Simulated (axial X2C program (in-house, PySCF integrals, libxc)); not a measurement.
# NiH⁺: properties at the nuclei

Wanted for NiH⁺: properties at the nuclei, at the two-component level.

The runs use an in-house X2C program for linear molecules on PySCF integrals; two-component X2C with atomic mean-field terms, Ni dyall-cv3z, H dyall-v3z.

All values are calculated.

### 1 Set-up

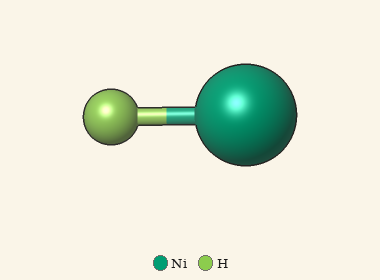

The two atoms at 1.420 Å (nickel teal, hydrogen green).

The input, task.json:

```json
{"zs": [28, 1], "q": 1, "bas": ["dyall-cv3z", "dyall-v3z"], "r0": 1.42, "levels": ["PBE0", "HF", "PBE", "BP86", "PBE50"], "nst": 3}
```

Keys: zs atomic numbers; q charge; bas basis sets; r0 starting distance in Å; levels methods (HF also brings MP2); nst determinants followed.

Run with:

```console
$ python soeom.py task.json out
```

The runs that follow: Expectation values, lowest determinant; Expectation values, a higher determinant; Expectation values, a higher determinant.

Q: Predict the outcome of this session. Wanted: lowest determinant; Eeff magnitude; Ws magnitude Ni; A∥/gI Ni; qzz Ni; higher determinant (for each run or level that gives them).

**Answer**, as computed:

```
                                        quantity                                            value
                              lowest determinant   Ω = 3 (excess of +ω over −ω: ω = 1/2, ω = 5/2)
                    Eeff magnitude (GV/cm), PBE0                                            0.788
                     Ws magnitude Ni (kHz), PBE0                                           0.0939
                            A∥/gI Ni (MHz), PBE0                                              756
                             qzz Ni (a.u.), PBE0                                            -1.60
                              higher determinant  Ω = 1 (excess of +ω over −ω: ω = -1/2, ω = 3/2)
Eeff magnitude (GV/cm), PBE0, higher determinant                                            0.794
 Ws magnitude Ni (kHz), PBE0, higher determinant                                            0.283
        A∥/gI Ni (MHz), PBE0, higher determinant                                              268
         qzz Ni (a.u.), PBE0, higher determinant                                            -1.64
                              higher determinant  Ω = 2 (excess of +ω over −ω: ω = -1/2, ω = 5/2)
Eeff magnitude (GV/cm), PBE0, higher determinant                                            0.987
 Ws magnitude Ni (kHz), PBE0, higher determinant                                            0.184
        A∥/gI Ni (MHz), PBE0, higher determinant                                             2.13
         qzz Ni (a.u.), PBE0, higher determinant                                            -1.95
```

**Reading.** In the first state, the effective field runs from 0.385 to 0.849 GV/cm over the mean-field levels, so the levels don't agree on it. The expectation values come from single determinants, which for open shells can mix terms of unlike spin or miss the lowest Ω, so a determinant need not be a state. Eeff is the effective electric field on the electron dipole moment in this Ω state and Ws the scalar–pseudoscalar constant (defined with the proton number Z and per Ω); A∥ is the parallel hyperfine constant, which follows by multiplying with the nuclear g factor gI = μI/(I μN); qzz is the electric field gradient, eQq0 = 234.96 MHz × Q/barn × qzz. The operators were transformed with the bare-nucleus X2C matrices.
